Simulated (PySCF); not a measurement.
C₆H₁₃AlN₂

The calculation's input:

```
{"job": {"kind": "nmr", "xc": "PBE0", "basis": "pcSseg-1"}, "charge": 0, "multiplicity": 1}
C     -3.447528     1.982202     1.224471
C     -2.675659     1.087262     0.959504
Al    -1.329783    -0.319555     0.678459
N     -2.269663    -1.295599    -0.855724
N      0.215566     0.146600    -0.127421
C      1.114041     0.822019     0.790762
C      2.453451     0.079582     0.654993
C      2.400964    -0.509408    -0.766289
C      1.029939    -0.054176    -1.305436
H     -4.134927     2.753798     1.444382
H     -1.188154    -1.446599     1.734050
H     -1.819763    -2.150513    -1.169081
H     -2.299342    -0.635246    -1.628818
H     -3.223274    -1.506831    -0.579013
H      1.245948     1.877231     0.507641
H      0.702886     0.790903     1.804219
H      2.515424    -0.713903     1.398118
H      3.300148     0.750553     0.793598
H      2.447943    -1.597343    -0.732747
H      3.216777    -0.149977    -1.392304
H      1.154824     0.893467    -1.853960
H      0.579771    -0.785082    -1.981037
```

Run with:

```sh
OMP_NUM_THREADS=1 python probes_run.py task.json out
```

Geometry: GFN2-xTB.

These are results of PBE0/pcSseg-1, SCF density, gas phase, non-relativistic in PySCF, not measurements.

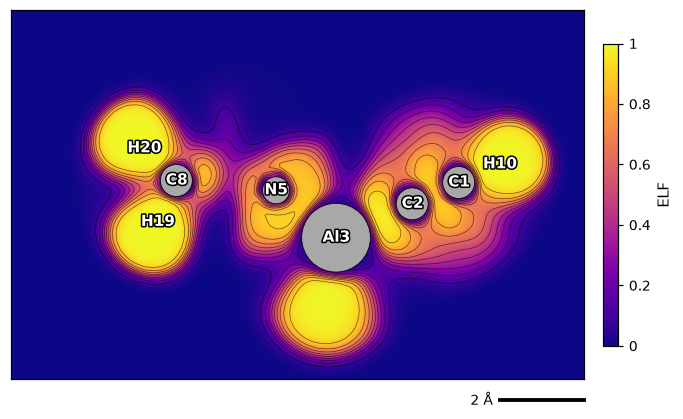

Figure 1. ELF on the plane of atoms C2, Al3 and N5. Grey discs cover the atomic cores.

**What does the map show?**

The plane passes through C, Al, N and H nuclei. C–C (1.21 Å): the ELF peaks at about 0.85 between the atoms (a short, multiple covalent bond). Al–N (1.80 Å): the ELF peaks at about 0.90 in the valence shell of N, 0.7 Å from its nucleus, and is about 0.65 at the midpoint. C–Al (1.97 Å): the ELF peaks at about 1 between the atoms; a polar covalent bond. C–H (1.06 Å): the ELF climbs to about 1 towards the hydrogen, as it does in any bond to H; an ordinary covalent bond to hydrogen.

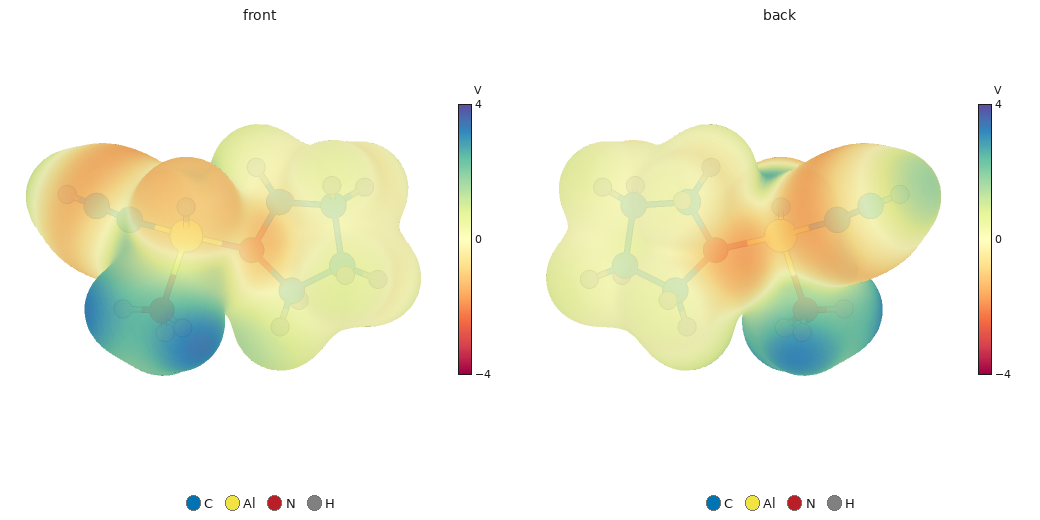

Figure 2. The molecular electrostatic potential painted on the density surface at 0.004 e/bohr³, seen from the front and from behind; the colour scale runs from red (negative) to blue (positive).

**Describe the electrostatic potential map.**

The most negative region (about −1.6 V) lies over C1, C2 and N5, the most positive (about +3.3 V) over H12 and H14.

**What dipole moment does the calculation give?**

Its dipole moment is 4.90 D.
